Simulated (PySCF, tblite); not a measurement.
# C5H5F3O2: a rotation path, then NMR shifts on frames, part 2 of 2

tblite 0.8.0 and PySCF 2.14.0. Atoms count from 0. Earlier steps stand in the parts before.

### 5 Shielding tensors: image 4, PBE0/pcSseg-1

The job: settings as JSON, then the geometry in Å.

```
{"job": {"kind": "nmr", "xc": "PBE0", "basis": "pcSseg-1", "pop": false}, "charge": 0, "multiplicity": 1}
C      1.951100    -0.607700     0.095700
C      0.648700    -0.185100    -0.543400
O      0.715400     1.138000    -1.132300
C     -0.281600     1.616400    -0.368100
O     -0.774200     2.689200    -0.325700
C     -0.481000     0.289900     0.397900
C     -1.840700    -0.382400     0.270500
F     -1.800800    -1.456300    -0.536600
F     -2.780900     0.425600    -0.223000
F     -2.290300    -0.824600     1.452600
H      2.281000     0.132900     0.820300
H      1.818600    -1.565800     0.590500
H      2.711800    -0.705600    -0.674600
H      0.324000    -0.906600    -1.298400
H     -0.205400     0.350300     1.452600
```

With the program's defaults for keys left out, this is: GIAO PBE0/pcSseg-1 NMR shielding, non-relativistic, gas phase.

Standard output:

```text
coarse grid: 13960 points
cycle   1  E = -642.4225134428  dE =  1.944e+00  |g| = 1.249e+00  |ddm| = 3.487e+00
cycle   2  E = -641.8222779281  dE =  6.002e-01  |g| = 2.253e+00  |ddm| = 2.421e+00
cycle   3  E = -642.6784975320  dE = -8.562e-01  |g| = 3.341e-01  |ddm| = 1.845e+00
cycle   4  E = -642.6975468786  dE = -1.905e-02  |g| = 1.225e-01  |ddm| = 2.844e-01
cycle   5  E = -642.6998092035  dE = -2.262e-03  |g| = 3.964e-02  |ddm| = 8.768e-02
cycle   6  E = -642.7001233789  dE = -3.142e-04  |g| = 7.949e-03  |ddm| = 3.146e-02
cycle   7  E = -642.7001331840  dE = -9.805e-06  |g| = 2.886e-03  |ddm| = 5.671e-03
final grid: 140128 points
cycle   8  E = -642.8010863545  dE = -2.979e-05  |g| = 1.678e-02  |ddm| = 3.169e-02
cycle   9  E = -642.8009867294  dE =  9.963e-05  |g| = 2.901e-02  |ddm| = 2.986e-02
cycle  10  E = -642.8011349892  dE = -1.483e-04  |g| = 2.729e-03  |ddm| = 1.987e-02
cycle  11  E = -642.8011363119  dE = -1.323e-06  |g| = 5.618e-04  |ddm| = 1.911e-03
cycle  12  E = -642.8011363606  dE = -4.869e-08  |g| = 2.018e-04  |ddm| = 4.814e-04
cycle  13  E = -642.8011363695  dE = -8.904e-09  |g| = 3.239e-05  |ddm| = 1.666e-04
cycle  14  E = -642.8011363697  dE = -2.233e-10  |g| = 9.897e-06  |ddm| = 3.620e-05
converged SCF energy = -642.8011363697

GIAO shielding tensors (ppm)
atom      isotropic    diamagn.    paramagn.     s11        s22        s33       span
  0 C      164.759     247.140     -82.381    152.735    157.285    184.256     31.521
  1 C      115.545     249.060    -133.515     78.338    120.811    147.488     69.150
  2 O       33.370     402.701    -369.331   -151.091     69.511    181.689    332.780
  3 C       23.456     252.211    -228.755    -86.357     74.199     82.526    168.883
  4 O     -107.355     397.406    -504.761   -356.677   -188.068    222.680    579.357
  5 C      119.336     256.671    -137.336     94.341    125.633    138.033     43.692
  6 C       55.240     239.451    -184.210     51.092     55.767     58.862      7.770
  7 F      242.081     475.050    -232.969    168.414    228.400    329.429    161.016
  8 F      246.137     470.788    -224.651    168.921    243.934    325.557    156.636
  9 F      237.175     471.939    -234.764    168.362    209.322    333.842    165.481
 10 H       30.324      29.632       0.692     26.583     28.939     35.449      8.865
 11 H       30.287      29.443       0.844     26.253     28.398     36.211      9.958
 12 H       29.714      27.922       1.792     25.568     27.199     36.375     10.807
 13 H       26.820      31.427      -4.607     24.353     26.179     29.927      5.574
 14 H       27.979      31.943      -3.964     25.143     28.543     30.251      5.108
```

Run time: 73 s. Hardware: 1 thread of Intel Xeon at 2.50GHz, shared host; peak memory 0.88 GiB.

This run: δ C3 163.5, C6 131.7, C1 71.4, C5 67.6, H13 4.90, H14 3.74 ppm.

### 6 NMR shieldings: image 6, PBE0/pcSseg-1

The job: settings as JSON, then the geometry in Å.

```
{"job": {"kind": "nmr", "xc": "PBE0", "basis": "pcSseg-1", "pop": false}, "charge": 0, "multiplicity": 1}
C      1.946400    -0.613800     0.018500
C      0.631600    -0.147600    -0.564200
O      0.689900     1.213200    -1.060700
C     -0.285500     1.640700    -0.240700
O     -0.778300     2.707200    -0.117000
C     -0.472400     0.264500     0.434500
C     -1.828800    -0.396700     0.269900
F     -1.702400    -1.699300    -0.046300
F     -2.565600     0.154300    -0.699200
F     -2.553100    -0.348900     1.390900
H      2.287900     0.073900     0.788800
H      1.824500    -1.605200     0.446100
H      2.695000    -0.653700    -0.768600
H      0.286800    -0.815600    -1.359300
H     -0.180400     0.235100     1.485500
```

With the program's defaults for keys left out, this is: GIAO PBE0/pcSseg-1 NMR shielding, non-relativistic, gas phase.

Standard output:

```text
coarse grid: 13960 points
cycle   1  E = -642.4263443901  dE =  1.941e+00  |g| = 1.246e+00  |ddm| = 3.486e+00
cycle   2  E = -641.8381400118  dE =  5.882e-01  |g| = 2.237e+00  |ddm| = 2.414e+00
cycle   3  E = -642.6813467279  dE = -8.432e-01  |g| = 3.298e-01  |ddm| = 1.830e+00
cycle   4  E = -642.6998863747  dE = -1.854e-02  |g| = 1.213e-01  |ddm| = 2.810e-01
cycle   5  E = -642.7021058516  dE = -2.219e-03  |g| = 3.908e-02  |ddm| = 8.730e-02
cycle   6  E = -642.7024108327  dE = -3.050e-04  |g| = 7.861e-03  |ddm| = 3.123e-02
cycle   7  E = -642.7024204092  dE = -9.576e-06  |g| = 2.854e-03  |ddm| = 5.658e-03
final grid: 140128 points
cycle   8  E = -642.8038758434  dE = -3.392e-05  |g| = 1.662e-02  |ddm| = 3.233e-02
cycle   9  E = -642.8037782143  dE =  9.763e-05  |g| = 2.873e-02  |ddm| = 2.987e-02
cycle  10  E = -642.8039237449  dE = -1.455e-04  |g| = 2.687e-03  |ddm| = 1.979e-02
cycle  11  E = -642.8039250259  dE = -1.281e-06  |g| = 5.609e-04  |ddm| = 1.891e-03
cycle  12  E = -642.8039250737  dE = -4.775e-08  |g| = 2.104e-04  |ddm| = 4.911e-04
cycle  13  E = -642.8039250834  dE = -9.741e-09  |g| = 3.052e-05  |ddm| = 1.716e-04
cycle  14  E = -642.8039250836  dE = -1.930e-10  |g| = 9.100e-06  |ddm| = 3.423e-05
converged SCF energy = -642.8039250836

GIAO shielding tensors (ppm)
atom      isotropic    diamagn.    paramagn.     s11        s22        s33       span
  0 C      164.542     247.125     -82.583    152.219    157.027    184.380     32.161
  1 C      116.588     249.184    -132.595     78.562    121.574    149.628     71.066
  2 O       33.944     402.584    -368.640   -151.354     75.378    177.809    329.164
  3 C       23.437     252.218    -228.781    -86.694     74.621     82.384    169.078
  4 O     -103.769     397.425    -501.194   -349.168   -185.918    223.779    572.947
  5 C      119.163     256.562    -137.399     93.407    125.590    138.493     45.087
  6 C       54.715     240.085    -185.370     51.544     53.726     58.875      7.331
  7 F      245.877     474.914    -229.037    166.666    233.759    337.206    170.540
  8 F      252.858     472.572    -219.714    177.117    245.515    335.942    158.824
  9 F      244.313     471.069    -226.756    169.003    230.306    333.631    164.629
 10 H       30.339      29.654       0.685     26.619     28.965     35.433      8.813
 11 H       30.267      29.425       0.841     26.178     28.428     36.194     10.016
 12 H       29.693      27.933       1.760     25.566     27.132     36.381     10.815
 13 H       27.008      31.435      -4.426     24.861     26.543     29.621      4.760
 14 H       28.019      31.998      -3.979     25.177     28.631     30.248      5.071
```

Wall time 67 s (1 thread of Intel Xeon at 2.50GHz, shared host); peak memory 0.88 GiB.

In short: δ C3 163.5, C6 132.2, C1 70.3, C5 67.8, H13 4.71, H14 3.70 ppm.

### 7 Shielding tensors: image 8, PBE0/pcSseg-1

The job: settings as JSON, then the geometry in Å.

```
{"job": {"kind": "nmr", "xc": "PBE0", "basis": "pcSseg-1", "pop": false}, "charge": 0, "multiplicity": 1}
C      1.940600    -0.611600    -0.057000
C      0.618900    -0.105700    -0.585800
O      0.664100     1.286900    -0.987700
C     -0.288700     1.653000    -0.112500
O     -0.775800     2.707500     0.102800
C     -0.462800     0.233200     0.461800
C     -1.815600    -0.415200     0.265200
F     -1.751100    -1.742600     0.481100
F     -2.280900    -0.261700    -0.980200
F     -2.738700     0.064700     1.098400
H      2.303400     0.033900     0.739400
H      1.816100    -1.621700     0.323700
H      2.675400    -0.621200    -0.857000
H      0.256200    -0.714300    -1.419500
H     -0.165500     0.122800     1.505500
```

Method: GIAO PBE0/pcSseg-1 NMR shielding, non-relativistic, gas phase.

Standard output:

```text
coarse grid: 13960 points
cycle   1  E = -642.4311553669  dE =  1.946e+00  |g| = 1.245e+00  |ddm| = 3.481e+00
cycle   2  E = -641.8480053329  dE =  5.832e-01  |g| = 2.230e+00  |ddm| = 2.379e+00
cycle   3  E = -642.6857226819  dE = -8.377e-01  |g| = 3.278e-01  |ddm| = 1.795e+00
cycle   4  E = -642.7040276719  dE = -1.830e-02  |g| = 1.214e-01  |ddm| = 2.796e-01
cycle   5  E = -642.7062562633  dE = -2.229e-03  |g| = 3.901e-02  |ddm| = 8.747e-02
cycle   6  E = -642.7065594881  dE = -3.032e-04  |g| = 7.851e-03  |ddm| = 3.120e-02
cycle   7  E = -642.7065690553  dE = -9.567e-06  |g| = 2.842e-03  |ddm| = 5.731e-03
final grid: 140128 points
cycle   8  E = -642.8068691384  dE = -3.258e-05  |g| = 1.648e-02  |ddm| = 3.272e-02
cycle   9  E = -642.8067735131  dE =  9.563e-05  |g| = 2.843e-02  |ddm| = 2.949e-02
cycle  10  E = -642.8069164076  dE = -1.429e-04  |g| = 2.666e-03  |ddm| = 1.948e-02
cycle  11  E = -642.8069176678  dE = -1.260e-06  |g| = 5.697e-04  |ddm| = 1.878e-03
cycle  12  E = -642.8069177174  dE = -4.955e-08  |g| = 2.087e-04  |ddm| = 4.962e-04
cycle  13  E = -642.8069177269  dE = -9.518e-09  |g| = 3.250e-05  |ddm| = 1.724e-04
cycle  14  E = -642.8069177271  dE = -2.224e-10  |g| = 9.206e-06  |ddm| = 3.495e-05
converged SCF energy = -642.8069177271

GIAO shielding tensors (ppm)
atom      isotropic    diamagn.    paramagn.     s11        s22        s33       span
  0 C      164.859     247.090     -82.231    152.232    157.744    184.601     32.370
  1 C      116.870     249.189    -132.318     78.766    122.218    149.628     70.862
  2 O       30.791     402.389    -371.598   -158.612     75.408    175.577    334.190
  3 C       23.210     252.343    -229.133    -86.342     73.869     82.103    168.445
  4 O     -105.079     397.511    -502.591   -355.755   -184.815    225.333    581.088
  5 C      120.721     256.243    -135.522     95.631    125.766    140.766     45.135
  6 C       54.424     240.984    -186.560     52.044     53.208     58.019      5.975
  7 F      248.947     474.379    -225.432    165.589    239.562    341.690    176.102
  8 F      261.267     474.384    -213.117    177.759    260.650    345.391    167.632
  9 F      252.510     470.502    -217.992    170.580    255.171    331.778    161.198
 10 H       30.311      29.624       0.687     26.579     28.930     35.425      8.846
 11 H       30.281      29.447       0.834     26.086     28.504     36.254     10.167
 12 H       29.702      27.938       1.764     25.552     27.134     36.420     10.869
 13 H       27.034      31.452      -4.418     24.468     26.935     29.698      5.230
 14 H       28.177      31.855      -3.678     25.705     29.040     29.786      4.081
```

It took 68 s on 1 thread of Intel Xeon at 2.50GHz, shared host; peak memory 0.88 GiB.

In short: δ C3 163.7, C6 132.5, C1 70.1, C5 66.2, H13 4.68, H14 3.54 ppm.

### 8 Comparing the runs: NMR shifts

Shifts (ppm) of some atoms, chosen among heavy atoms and hydrogens apart, with basis size and wall time:

```
  frame   H13   H14     O4     O2     F9     F8     F7  functions     time
image 0  4.68  3.54  441.0  305.0  -77.9  -81.6  -90.1        195  1.7 min
image 2  4.89  3.61  443.8  306.5  -70.6  -80.6  -82.1        195     77 s
image 4  4.90  3.74  443.4  302.7  -66.2  -75.2  -71.1        195     73 s
image 6  4.71  3.70  439.8  302.1  -73.4  -81.9  -74.9        195     67 s
image 8  4.68  3.54  441.2  305.3  -81.6  -90.3  -78.0        195     68 s
```

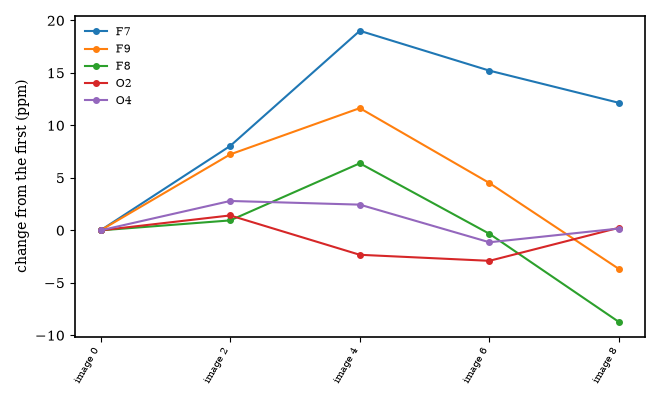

How five of the tabulated atoms move from run to run.

### 9 Summary of results

This closing draws on all 2 parts.

| quantity | value |
| --- | --- |
| barrier | 0.079 eV (1.8 kcal/mol) at image 4 |
| end to end (GFN2-xTB) | 0.000 eV |
| 13C shifts against TMS (PBE0/pcSseg-1, image 0) | 163.7, 132.5, 70.1, 66.2, 22.1 ppm |
| 1H shifts against TMS (PBE0/pcSseg-1, image 0) | 4.68, 3.54, 2.02, 1.44, 1.41 ppm |
| 17O shifts against H2O (PBE0/pcSseg-1, image 0) | 441.0, 305.0 ppm |
| 19F shifts against CFCl3 (PBE0/pcSseg-1, image 0) | -77.9, -81.6, -90.1 ppm |
| potential on the surface of density 0.002 e/bohr³, 1st and 99th percentile | -1.48 V and 1.67 V |
| range of the shift of F7 | -90.1 to -71.1 ppm |

What this shows: Along the band the dihedral turns by 119°, and the top (dihedral 9°) lies 1.8 kcal/mol above the start (GFN2-xTB, rough), so at room temperature this motion is fast. The top was not checked by a frequency run. Shifts at one fixed geometry are not the observed spectrum, which averages over the motion. In the first frame run (image 0): The largest span, 581 ppm, is at O4, where the paramagnetic term is -502 ppm. By nearest atom (PBE0/pcSseg-1), the HOMO sits on O4 62 %; C5 13 % and the LUMO on C3 41 %; O4 25 %. In ppm, F7 moves most: its shift spreads over 19.0 ppm, from -90.1 (image 0) to -71.1 (image 4).
